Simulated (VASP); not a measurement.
Band structure of AlIn3N4 (ordered alloy cell). Method: PBEsol GGA, VASP's PBE PAW potentials (set 64) (plane waves; VASP 6.6.1).

Unless said otherwise, spin-orbit coupling is left out, though it shifts the bands of the heavy elements here.

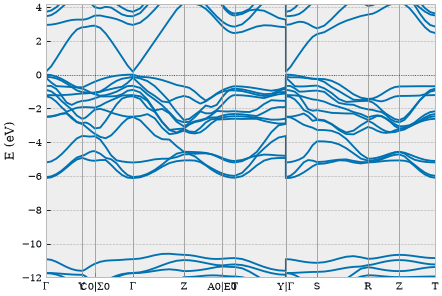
Fig. 1. Bands along high-symmetry lines, zero at the valence-band maximum or, without a gap, the Fermi level

**Question.** Read the plot: is there a gap, and where are the band edges?

**Answer.** The gap is direct, 0.17 eV, from the valence maximum at Γ to the conduction minimum at Γ. (Edges off the drawn lines would not show.)

The structure was generated: AlIn3N4 was put into an ordered model structure (Amm2), which need not be its known phase. It was relaxed first.
